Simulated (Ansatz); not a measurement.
# Nudged elastic band, with input and output: SnH$_{3}$Cl$_{2}$O$_{3}$

SnH$_{3}$Cl$_{2}$O$_{3}$, multiplicity 2, computed with UKS PBE/def2-SVP (Ansatz 0.2.0).

It belongs to a series of runs on one base structure; here: band between the two ends. Figures and captions count atoms from 1; the log counts them from 0 in places.

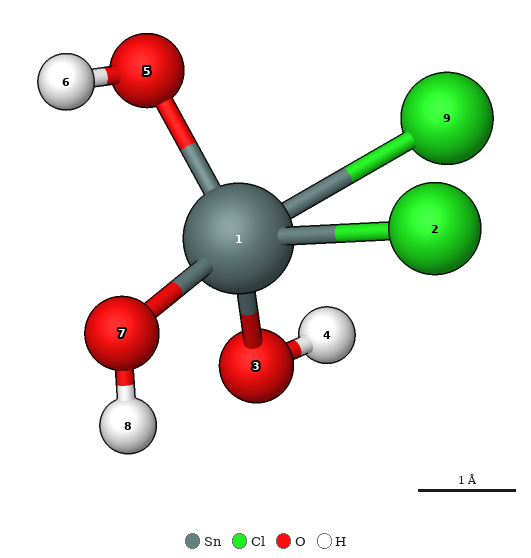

The starting structure (ball-and-stick view, seen at a tilt; atoms are numbered from 1 in the order of the input). Sticks mark near contacts.

### Results in brief

```tsv
quantity	value
outcome	converged
barrier, forward	0.177 eV
barrier, backward	0.195 eV
hardware	4 threads of Arm Neoverse V2, 24 GiB of memory available, shared host
wall time	5.5 min (CPU time 21 min)
peak memory	0.3 GiB
```

### Remarks

The order of the saddle point was not checked.

### The input
```yaml
crystal:
  periodic: [false, false, false]
  atoms:
    - { symbol: Sn, position_ang: [-0.200149, -0.153765, 0.477947] }
    - { symbol: Cl, position_ang: [-0.769118, -1.187017, 2.69996] }
    - { symbol: O, position_ang: [1.620769, -0.654396, -0.165038] }
    - { symbol: H, position_ang: [2.259326, -0.279979, 0.477152] }
    - { symbol: O, position_ang: [-1.057491, 1.620867, 0.201118] }
    - { symbol: H, position_ang: [-1.744217, 1.477626, -0.484425] }
    - { symbol: O, position_ang: [-1.358226, -1.309824, -0.677014] }
    - { symbol: H, position_ang: [-0.813117, -2.054014, -1.004291] }
    - { symbol: Cl, position_ang: [0.969921, 0.892001, 2.651791] }
magnetization:
  spin_polarized: true
  initial_magnetization: 1
basis:
  gaussian: { orbitals: def2-SVP }
hamiltonian:
  xc: pbe
neb:
  order_check: false
  images: 5
  f_tol: 0.03
  max_iterations: 60
  final_atoms:
    - { symbol: Sn, position_ang: [-0.16215396, 0.10450763, 0.32787383] }
    - { symbol: Cl, position_ang: [-0.69903502, 0.08862259, 2.77212411] }
    - { symbol: O, position_ang: [1.74110332, 0.60541428, 0.08558554] }
    - { symbol: H, position_ang: [2.2531715, -0.04438137, 0.61283151] }
    - { symbol: O, position_ang: [-1.12972932, 1.71923564, -0.31021523] }
    - { symbol: H, position_ang: [-2.02018046, 1.44326334, -0.6094895] }
    - { symbol: O, position_ang: [-1.11657774, -1.39303108, -0.57604555] }
    - { symbol: H, position_ang: [-0.84070596, -2.21101937, -0.1097305] }
    - { symbol: Cl, position_ang: [0.88180565, -1.96111266, 1.98426579] }
  initial_path:
    images:
      - { positions_ang: [[-0.200149, -0.153765, 0.477947], [-0.769118, -1.187017, 2.69996], [1.620769, -0.654396, -0.165038], [2.259326, -0.279979, 0.477152], [-1.057491, 1.620867, 0.201118], [-1.744217, 1.477626, -0.484425], [-1.358226, -1.309824, -0.677014], [-0.813117, -2.054014, -1.004291], [0.969921, 0.892001, 2.651791]] }
      - { positions_ang: [[-0.13228915, -0.08994167, 0.32451708], [-0.52644062, -0.84681105, 2.68978717], [1.70114223, -0.39341506, -0.30965014], [2.2403141, -0.45485, 0.05745346], [-1.02029182, 1.63448568, -0.04192239], [-1.79420259, 1.46095162, -0.58462707], [-1.19582887, -1.38217139, -0.70873193], [-0.9845703, -2.05609998, -0.68489156], [0.61986502, 0.47935086, 3.43526537]] }
      - { positions_ang: [[-0.0644293, -0.02611833, 0.17108716], [-0.28376325, -0.5066051, 2.67961433], [1.78151546, -0.13243413, -0.45426227], [2.22130221, -0.62972101, -0.36224508], [-0.98309263, 1.64810436, -0.28496277], [-1.84418818, 1.44427725, -0.68482914], [-1.03343175, -1.45451879, -0.74044985], [-1.15602359, -2.05818596, -0.36549213], [0.26980904, 0.06670071, 4.21873975]] }
      - { positions_ang: [[0.00343054, 0.037705, 0.01765724], [-0.04108587, -0.16639916, 2.6694415], [1.86188869, 0.12854681, -0.59887441], [2.20229031, -0.80459201, -0.78194362], [-0.94589345, 1.66172304, -0.52800316], [-1.89417377, 1.42760287, -0.78503121], [-0.87103462, -1.52686618, -0.77216778], [-1.32747689, -2.06027194, -0.04609269], [-0.08024693, -0.34594943, 5.00221412]] }
      - { positions_ang: [[-0.05176429, 0.05997255, 0.12106277], [-0.26040226, -0.08139191, 2.70366904], [1.8216269, 0.28750263, -0.37072109], [2.21925071, -0.55118846, -0.31701857], [-1.00717207, 1.68089391, -0.45540719], [-1.936176, 1.43282303, -0.72651731], [-0.95288233, -1.48225448, -0.7067937], [-1.16521992, -2.11052109, -0.06730529], [0.24043726, -0.88433718, 3.99623135]] }
      - { positions_ang: [[-0.10695913, 0.08224009, 0.2244683], [-0.47971864, 0.00361534, 2.73789657], [1.78136511, 0.44645845, -0.14256777], [2.2362111, -0.29778492, 0.14790647], [-1.0684507, 1.70006477, -0.38281121], [-1.97817823, 1.43804319, -0.6680034], [-1.03473004, -1.43764278, -0.64141963], [-1.00296294, -2.16077023, -0.0885179], [0.56112146, -1.42272492, 2.99024857]] }
      - { positions_ang: [[-0.16215396, 0.10450763, 0.32787383], [-0.69903502, 0.08862259, 2.77212411], [1.74110332, 0.60541428, 0.08558554], [2.2531715, -0.04438137, 0.61283151], [-1.12972932, 1.71923564, -0.31021523], [-2.02018046, 1.44326334, -0.6094895], [-1.11657774, -1.39303108, -0.57604555], [-0.84070596, -2.21101937, -0.1097305], [0.88180565, -1.96111266, 1.98426579]] }
```

Run as:
```bash
ansatz run input.yaml --threads 4 --pin off --max-ram 5120MiB --backend cpu --events-out ev --progress --plain --runs-dir out
```

### What the program printed
```
Engine: ansatz 0.2.0, aarch64-unknown-linux-gnu
Functional definition: PBE
  parameter kappa = 0.804
  parameter beta = 0.06672455060314922
  exchange = pbe_x(kappa = kappa, mu = beta*pi^2/3)
  correlation = pbe_c(beta = beta)
1284 factors; their error is unknown
mean field evaluation 1: about -37021.1479 eV, gradient 6.8e1 eV
mean field evaluation 2: about -36877.1182 eV, gradient 1.8e2 eV
mean field evaluation 4: about -37028.3517 eV, gradient 3.5e1 eV
mean field evaluation 8: about -37038.2490 eV, gradient 3.0e0 eV
mean field evaluation 16: about -37038.2631 eV, gradient 4.4e-3 eV
mean field evaluation 32: about -37038.1801 eV, gradient 1.2e0 eV
mean field -37038.26312991 eV, -1361.1310645878 hartree, gradient 3.6e-5 eV, S^2 0.751570; 6 other end points of the search recorded, 0 dependent functions left out
the calculation of the forces begins
reference -37038.26316961 eV, -1361.1310660466 hartree; 42, 41 occupied and 77, 78 virtual orbitals, 1284 factors
1284 factors; their error is unknown
mean field evaluation 64: about -37038.2818 eV, gradient 8.8e-3 eV
mean field evaluation 96: about -37037.2772 eV, gradient 2.3e0 eV
mean field -37038.28179100 eV, -1361.1317503702 hartree, gradient 6.2e-6 eV, S^2 0.751578; 6 other end points of the search recorded, 0 dependent functions left out
[... from here on the field's lines of each further geometry are left out, up to the last ...]
NEB iter   1: max|band force component| = 4.510e1 eV/Å  barrier→ = 12.7079 eV  barrier← = 12.7265 eV  Δτ_max = 0.2000 Å  (600 SCF iters)
NEB iter   2: max|band force component| = 6.528e0 eV/Å  barrier→ = 3.0077 eV  barrier← = 3.0264 eV  Δτ_max = 0.1994 Å  (256 SCF iters)
NEB iter   3: max|band force component| = 4.400e0 eV/Å  barrier→ = 1.9735 eV  barrier← = 1.9922 eV  Δτ_max = 0.2000 Å  (258 SCF iters)
NEB iter   4: max|band force component| = 4.001e0 eV/Å  barrier→ = 1.4187 eV  barrier← = 1.4373 eV  Δτ_max = 0.1009 Å  (197 SCF iters)
NEB iter   5: max|band force component| = 1.676e0 eV/Å  barrier→ = 1.1805 eV  barrier← = 1.1992 eV  Δτ_max = 0.2000 Å  (184 SCF iters)
NEB iter   6: max|band force component| = 1.378e0 eV/Å  barrier→ = 0.8464 eV  barrier← = 0.8650 eV  Δτ_max = 0.2000 Å  (202 SCF iters)
NEB iter   7: max|band force component| = 4.603e0 eV/Å  barrier→ = 1.6879 eV  barrier← = 1.7065 eV  Δτ_max = 0.0998 Å  (207 SCF iters)
NEB iter   8: max|band force component| = 1.820e0 eV/Å  barrier→ = 0.8348 eV  barrier← = 0.8534 eV  Δτ_max = 0.2000 Å  (196 SCF iters)
NEB iter   9: max|band force component| = 1.451e0 eV/Å  barrier→ = 0.6095 eV  barrier← = 0.6282 eV  Δτ_max = 0.2000 Å  (199 SCF iters)
NEB iter  10: max|band force component| = 4.425e-1 eV/Å  barrier→ = 0.5858 eV  barrier← = 0.6045 eV  CI = image 4  Δτ_max = 0.1998 Å  (201 SCF iters)
NEB iter  11: max|band force component| = 2.145e-1 eV/Å  barrier→ = 0.6133 eV  barrier← = 0.6320 eV  CI = image 4  Δτ_max = 0.2000 Å  (203 SCF iters)
NEB iter  12: max|band force component| = 3.236e-1 eV/Å  barrier→ = 0.6145 eV  barrier← = 0.6332 eV  CI = image 4  Δτ_max = 0.1017 Å  (201 SCF iters)
NEB iter  13: max|band force component| = 2.961e-1 eV/Å  barrier→ = 0.5987 eV  barrier← = 0.6174 eV  CI = image 4  Δτ_max = 0.2000 Å  (186 SCF iters)
NEB iter  14: max|band force component| = 2.481e-1 eV/Å  barrier→ = 0.5714 eV  barrier← = 0.5901 eV  CI = image 4  Δτ_max = 0.2000 Å  (197 SCF iters)
NEB iter  15: max|band force component| = 1.934e-1 eV/Å  barrier→ = 0.5435 eV  barrier← = 0.5622 eV  CI = image 4  Δτ_max = 0.2000 Å  (188 SCF iters)
NEB iter  16: max|band force component| = 1.917e-1 eV/Å  barrier→ = 0.5153 eV  barrier← = 0.5340 eV  CI = image 4  Δτ_max = 0.2000 Å  (185 SCF iters)
NEB iter  17: max|band force component| = 2.507e-1 eV/Å  barrier→ = 0.4808 eV  barrier← = 0.4994 eV  CI = image 4  Δτ_max = 0.1002 Å  (185 SCF iters)
NEB iter  18: max|band force component| = 2.698e-1 eV/Å  barrier→ = 0.4607 eV  barrier← = 0.4794 eV  CI = image 4  Δτ_max = 0.1008 Å  (181 SCF iters)
NEB iter  19: max|band force component| = 4.564e-1 eV/Å  barrier→ = 0.4383 eV  barrier← = 0.4570 eV  CI = image 4  Δτ_max = 0.0500 Å  (175 SCF iters)
NEB iter  20: max|band force component| = 1.702e-1 eV/Å  barrier→ = 0.4262 eV  barrier← = 0.4449 eV  CI = image 4  Δτ_max = 0.1004 Å  (177 SCF iters)
NEB iter  21: max|band force component| = 1.954e-1 eV/Å  barrier→ = 0.4003 eV  barrier← = 0.4189 eV  CI = image 4  Δτ_max = 0.2000 Å  (173 SCF iters)
NEB iter  22: max|band force component| = 2.265e-1 eV/Å  barrier→ = 0.3420 eV  barrier← = 0.3606 eV  CI = image 4  Δτ_max = 0.2000 Å  (176 SCF iters)
NEB iter  23: max|band force component| = 3.055e-1 eV/Å  barrier→ = 0.2772 eV  barrier← = 0.2958 eV  CI = image 4  Δτ_max = 0.1013 Å  (171 SCF iters)
NEB iter  24: max|band force component| = 3.386e-1 eV/Å  barrier→ = 0.2443 eV  barrier← = 0.2630 eV  CI = image 4  Δτ_max = 0.2000 Å  (166 SCF iters)
NEB iter  25: max|band force component| = 3.544e-1 eV/Å  barrier→ = 0.1935 eV  barrier← = 0.2122 eV  CI = image 4  Δτ_max = 0.2000 Å  (171 SCF iters)
NEB iter  26: max|band force component| = 3.375e-1 eV/Å  barrier→ = 0.1866 eV  barrier← = 0.2052 eV  CI = image 4  Δτ_max = 0.0716 Å  (169 SCF iters)
NEB iter  27: max|band force component| = 1.469e-1 eV/Å  barrier→ = 0.1809 eV  barrier← = 0.1996 eV  CI = image 4  Δτ_max = 0.1067 Å  (163 SCF iters)
NEB iter  28: max|band force component| = 5.638e-2 eV/Å  barrier→ = 0.1799 eV  barrier← = 0.1986 eV  CI = image 4  Δτ_max = 0.0548 Å  (170 SCF iters)
NEB iter  29: max|band force component| = 5.776e-2 eV/Å  barrier→ = 0.1786 eV  barrier← = 0.1973 eV  CI = image 4  Δτ_max = 0.0274 Å  (159 SCF iters)
NEB iter  30: max|band force component| = 6.574e-2 eV/Å  barrier→ = 0.1781 eV  barrier← = 0.1967 eV  CI = image 4  Δτ_max = 0.0273 Å  (156 SCF iters)
NEB iter  31: max|band force component| = 6.464e-2 eV/Å  barrier→ = 0.1775 eV  barrier← = 0.1962 eV  CI = image 4  Δτ_max = 0.0273 Å  (156 SCF iters)
NEB iter  32: max|band force component| = 4.452e-2 eV/Å  barrier→ = 0.1771 eV  barrier← = 0.1958 eV  CI = image 4  Δτ_max = 0.0546 Å  (153 SCF iters)
the calculation of the forces begins
reference -37038.13302136 eV, -1361.1262831868 hartree; 42, 41 occupied and 77, 78 virtual orbitals, 1284 factors
1284 factors; their error is unknown
mean field evaluation 1632: about -37038.0864 eV, gradient 6.6e-4 eV
mean field -37038.08636357 eV, -1361.1245685445 hartree, gradient 1.3e-5 eV, S^2 0.751372; 7 other end points of the search recorded, 0 dependent functions left out
the calculation of the forces begins
reference -37038.08640353 eV, -1361.1245700129 hartree; 42, 41 occupied and 77, 78 virtual orbitals, 1284 factors
NEB iter  33: max|band force component| = 1.632e-2 eV/Å  barrier→ = 0.1768 eV  barrier← = 0.1954 eV  CI = image 4  Δτ_max = 0.0000 Å  (729 SCF iters)
```

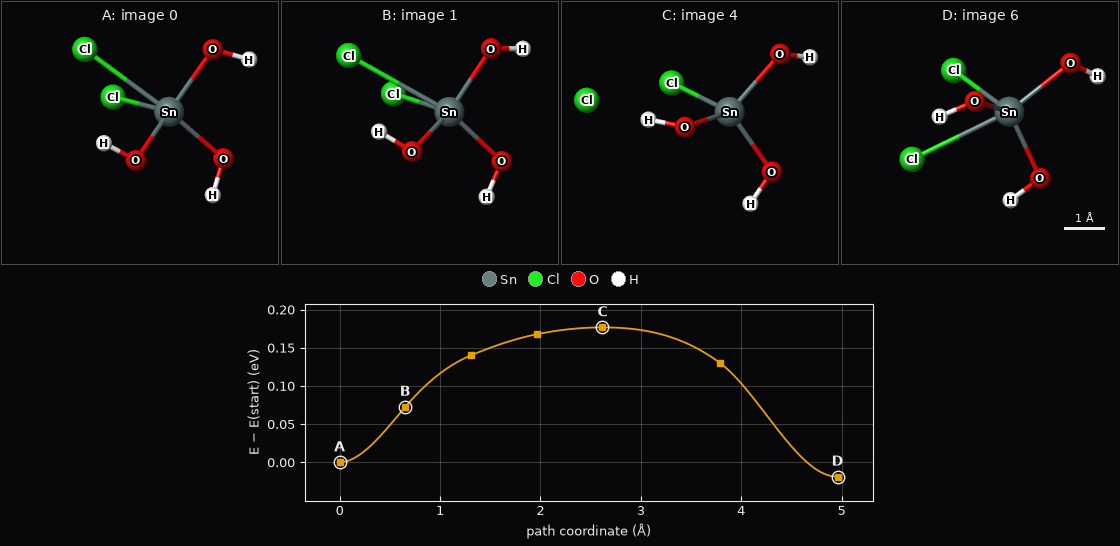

Images of the last band (counted from 0; ball-and-stick, seen at a tilt) above the energy along the path; the line is a cubic interpolation that uses the forces. The highest image is number 4, 0.177 eV above the start and 0.195 eV above the end (the climbing image); the end lies 0.019 eV below the start. The path is 4.96 Å long. The band converged in 33 iterations.

```
Total energy: -37038.08640353 eV, -1361.1245700129 hartree
Atom 0 at    -0.291599    -0.022821     0.158770 Å, force     0.003814     0.002711    -0.000803 eV/Å
Atom 1 at    -1.031877    -0.204506     2.484587 Å, force     0.000403    -0.000827     0.000321 eV/Å
Atom 2 at     1.673685    -0.181295     0.148131 Å, force    -0.003889    -0.002232     0.004954 eV/Å
Atom 3 at     1.931299    -0.301436     1.102168 Å, force    -0.002317     0.001919    -0.005192 eV/Å
Atom 4 at    -0.906115     1.733763    -0.525380 Å, force     0.000123     0.000860    -0.001389 eV/Å
Atom 5 at    -1.826977     1.646099    -0.846655 Å, force     0.000953    -0.000194     0.000320 eV/Å
Atom 6 at    -1.286817    -1.399999    -0.880330 Å, force    -0.003563    -0.001428    -0.000253 eV/Å
Atom 7 at    -0.890369    -2.281167    -0.723831 Å, force     0.003503     0.000334     0.000383 eV/Å
Atom 8 at     1.536469    -0.637138     3.259739 Å, force     0.000973    -0.001143     0.001660 eV/Å
Dipole moment:    -0.409404    -0.232843    -0.252625 e Å
this run last wrote the band of iteration 33 to [file]
```

### The last band as extended XYZ (Å, eV, eV/Å)
```
9
Properties=species:S:1:pos:R:3:forces:R:3 image=0 energy=-37038.26313
Sn   -0.2001   -0.1538    0.4779    0.0180   0.0076   0.0223
Cl   -0.7691   -1.1870    2.7000   -0.0038  -0.0005   0.0024
O     1.6208   -0.6544   -0.1650   -0.0065   0.0002  -0.0052
H     2.2593   -0.2800    0.4772    0.0022   0.0009   0.0022
O    -1.0575    1.6209    0.2011    0.0011   0.0003   0.0000
H    -1.7442    1.4776   -0.4844   -0.0051   0.0027  -0.0037
O    -1.3582   -1.3098   -0.6770   -0.0027  -0.0040  -0.0039
H    -0.8131   -2.0540   -1.0043   -0.0012  -0.0054  -0.0071
Cl    0.9699    0.8920    2.6518   -0.0019  -0.0019  -0.0071
9
Properties=species:S:1:pos:R:3:forces:R:3 image=1 energy=-37038.19038
Sn   -0.2215   -0.1694    0.3313    0.0170  -0.0125   0.0240
Cl   -0.9238   -0.9582    2.5776   -0.0130  -0.0460   0.0223
O     1.6793   -0.5628   -0.0795    0.0088  -0.0291  -0.0115
H     2.1550   -0.2359    0.7181    0.0317  -0.0258  -0.0346
O    -0.9513    1.6445   -0.0153    0.0106   0.0070   0.0525
H    -1.8630    1.5348   -0.3585    0.0235  -0.0124  -0.0062
O    -1.3101   -1.3713   -0.8360    0.0052   0.0229   0.0179
H    -0.8517   -2.2320   -0.9218   -0.0003   0.0275  -0.0047
Cl    1.1948    0.7017    2.7614   -0.0835   0.0686  -0.0597
9
Properties=species:S:1:pos:R:3:forces:R:3 image=2 energy=-37038.12288
Sn   -0.2734   -0.1723    0.1986   -0.0008  -0.0220   0.0006
Cl   -0.9926   -0.7744    2.4652   -0.0021  -0.0118   0.0001
O     1.6786   -0.4282    0.0485    0.0087  -0.0114  -0.0002
H     2.0141   -0.1993    0.9528    0.0046  -0.0073  -0.0099
O    -0.9206    1.6574   -0.2127    0.0107   0.0008   0.0186
H    -1.8815    1.6158   -0.3985    0.0063   0.0007   0.0147
O    -1.2694   -1.4170   -0.9942   -0.0007   0.0049  -0.0067
H    -0.8424   -2.2974   -0.9646   -0.0046   0.0052  -0.0056
Cl    1.3948    0.3668    3.0821   -0.0221   0.0409  -0.0115
9
Properties=species:S:1:pos:R:3:forces:R:3 image=3 energy=-37038.09531
Sn   -0.2943   -0.1165    0.1561    0.0033  -0.0118  -0.0094
Cl   -1.0330   -0.4839    2.4611   -0.0026  -0.0064  -0.0009
O     1.6708   -0.2755    0.1196    0.0005  -0.0060   0.0060
H     1.9503   -0.1816    1.0697    0.0001  -0.0029  -0.0069
O    -0.9520    1.6607   -0.4300    0.0045   0.0034   0.0090
H    -1.8982    1.5864   -0.6714    0.0015   0.0017   0.0082
O    -1.2415   -1.4699   -0.9546   -0.0034  -0.0018  -0.0053
H    -0.8215   -2.3448   -0.8262   -0.0020   0.0025  -0.0033
Cl    1.5270   -0.0233    3.2529   -0.0020   0.0212   0.0027
9
Properties=species:S:1:pos:R:3:forces:R:3 image=4 energy=-37038.08636
Sn   -0.2916   -0.0228    0.1588    0.0038   0.0027  -0.0008
Cl   -1.0319   -0.2045    2.4846    0.0004  -0.0008   0.0003
O     1.6737   -0.1813    0.1481   -0.0039  -0.0022   0.0050
H     1.9313   -0.3014    1.1022   -0.0023   0.0019  -0.0052
O    -0.9061    1.7338   -0.5254    0.0001   0.0009  -0.0014
H    -1.8270    1.6461   -0.8467    0.0010  -0.0002   0.0003
O    -1.2868   -1.4000   -0.8803   -0.0036  -0.0014  -0.0003
H    -0.8904   -2.2812   -0.7238    0.0035   0.0003   0.0004
Cl    1.5365   -0.6371    3.2597    0.0010  -0.0011   0.0017
9
Properties=species:S:1:pos:R:3:forces:R:3 image=5 energy=-37038.13298
Sn   -0.2491    0.0919    0.2373    0.0026   0.0009  -0.0009
Cl   -0.8279    0.1615    2.6250    0.0002   0.0400   0.0030
O     1.7151    0.1295    0.0316    0.0029   0.0353  -0.0025
H     2.0416   -0.3264    0.8473    0.0095   0.0060  -0.0017
O    -0.9823    1.7663   -0.5293   -0.0051  -0.0004  -0.0049
H    -1.9209    1.6257   -0.7683   -0.0060  -0.0085  -0.0078
O    -1.3041   -1.3825   -0.5891    0.0143  -0.0058   0.0220
H    -0.8923   -2.2493   -0.3971    0.0145  -0.0001   0.0264
Cl    1.3275   -1.4652    2.7199   -0.0329  -0.0672  -0.0336
9
Properties=species:S:1:pos:R:3:forces:R:3 image=6 energy=-37038.28179
Sn   -0.1622    0.1045    0.3279   -0.0070   0.0059   0.0063
Cl   -0.6990    0.0886    2.7721    0.0045  -0.0052  -0.0031
O     1.7411    0.6054    0.0856   -0.0024   0.0101  -0.0088
H     2.2532   -0.0444    0.6128    0.0064  -0.0031   0.0027
O    -1.1297    1.7192   -0.3102   -0.0034  -0.0009  -0.0019
H    -2.0202    1.4433   -0.6095    0.0127  -0.0044   0.0041
O    -1.1166   -1.3930   -0.5760   -0.0089  -0.0055  -0.0088
H    -0.8407   -2.2110   -0.1097    0.0017   0.0035  -0.0007
Cl    0.8818   -1.9611    1.9843   -0.0035  -0.0004   0.0102
```
